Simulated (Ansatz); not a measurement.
# AlCl2F (SMILES [F][Al]([Cl])[Cl]): PBE0/def2-SVPD

What is the electronic atomisation energy of AlCl2F at PBE0/def2-SVPD? 

Program for the calculation: Ansatz 0.2.0.

41 further runs of the same task are left out: 41 set aside as unsound or not needed.

## (1) Starting point

The species is AlCl2F (4 atoms), meant as a singlet with charge 0. SMILES: `[F][Al]([Cl])[Cl]`. Geometry: relaxed at PBE0-D4/def2-TZVP.

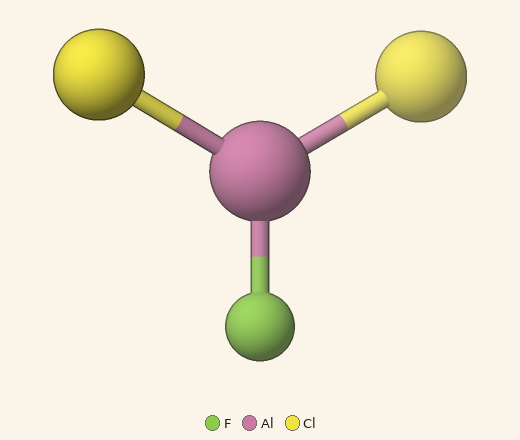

The structure, seen from a chosen angle (fluorine green, aluminium pink, chlorine yellow).

## (2) A single-point energy at PBE0/def2-SVPD

The input, run.yaml:

```yaml
basis:
  gaussian:
    orbitals: def2-SVPD
crystal:
  periodic: [false, false, false]
  atoms:
    - {symbol: F, position_ang: [0.087420, 0.388220, 1.682350]}
    - {symbol: Al, position_ang: [0.004800, 0.021530, 0.093600]}
    - {symbol: Cl, position_ang: [1.223040, -1.463690, -0.663450]}
    - {symbol: Cl, position_ang: [-1.315270, 1.053930, -1.112510]}
hamiltonian:
  xc: pbe0
accuracy: high
output:
  orbitals: {seedname: orbitals}
```

Started as:

```bash
$ ansatz run run.yaml --threads 1 --pin off --max-ram 3480MiB --events-out events.jsonl --progress --plain --runs-dir runs
```

Standard output:

```text
Warning: RAYON_NUM_THREADS=1 ignored (pool sized by the plan → 1); use --threads N
Functional definition: PBE0
  name "PBE0"
  parameter a = 0.25
  parameter kappa = 0.804
  parameter beta = 0.06672455060314922
  exchange = (1 - a)*pbe_x(kappa = kappa, mu = beta*pi^2/3) + a*exact_x
  correlation = pbe_c(beta = beta)
1837 factors; integrals over basis functions are off by at most 3.0e-9 eV
mean field evaluation 1: about -34336.8828 eV, gradient 3.9e1 eV
mean field evaluation 2: about -34332.8222 eV, gradient 6.5e1 eV
mean field evaluation 4: about -34339.4572 eV, gradient 1.3e0 eV
mean field evaluation 8: about -34339.5585 eV, gradient 2.2e-2 eV
mean field evaluation 16: about -34339.5585 eV, gradient 2.6e-6 eV
mean field -34339.55853984 eV, -1261.9555001502 hartree, gradient 4.5e-8 eV, S^2 0.000000; 0 other end points of the search recorded, 0 dependent functions left out
reference -34339.55854241 eV, -1261.9555002448 hartree; 28, 28 occupied and 73, 73 virtual orbitals, 1837 factors
Total energy: -34339.55854241 eV, -1261.9555002448 hartree
```

It took 6 s on 1 thread of Intel Xeon Platinum 8375C at 2.90GHz (Ice Lake), shared host; peak memory 0.35 GiB.

## (3) The Al atom

The input, run.yaml:

```yaml
crystal:
  periodic: [false, false, false]
  atoms:
    - symbol: Al
      position_ang: [0.000000, 0.000000, 0.000000]
basis:
  gaussian:
    orbitals: def2-SVPD
magnetization:
  spin_polarized: true
  initial_magnetization: 1
hamiltonian:
  xc: {name: PBE0}
accuracy: high
```

Run the same way, it converges to -242.16520 Eh (log not shown).

## (4) The Cl atom

The input, input.yaml:

```yaml
basis:
  gaussian: {orbitals: def2-SVPD}
crystal:
  periodic: [false, false, false]
  atoms:
    - {symbol: Cl, position_ang: [0.000000, 0.000000, 0.000000]}
magnetization: {spin_polarized: true, initial_magnetization: 1}
hamiltonian: {xc: pbe0}
accuracy: high
```

Run the same way, it converges to -459.84649 Eh (log not shown).

## (5) The F atom, same level

The input, in.yaml:

```yaml
crystal:
  periodic: [false, false, false]
  atoms:
    - symbol: F
      position_ang: [0.000000, 0.000000, 0.000000]
basis:
  gaussian:
    orbitals: def2-SVPD
magnetization:
  spin_polarized: true
  initial_magnetization: 1
hamiltonian:
  xc: pbe0
accuracy: high
```

Run the same way, it converges to -99.55958 Eh (log not shown).

## (6) Summary of results

Level: PBE0/def2-SVPD.

| quantity | value |
| --- | --- |
| molecule: total energy | -1261.95550 Eh |
| molecule: HOMO energy | -9.76 eV |
| molecule: LUMO energy | -1.57 eV |
| molecule: HOMO–LUMO gap | 8.19 eV |
| Al atom: total energy | -242.16520 Eh |
| Al atom: ⟨S²⟩ | 0.756 |
| Cl atom: total energy | -459.84649 Eh |
| Cl atom: ⟨S²⟩ | 0.753 |
| F atom: total energy | -99.55958 Eh |
| F atom: ⟨S²⟩ | 0.752 |
| electronic atomisation energy | 14.633 eV |

**Reading.** Taking the molecule apart into free atoms costs 14.63 eV (337 kcal/mol), before zero-point energy and without spin-orbit coupling.
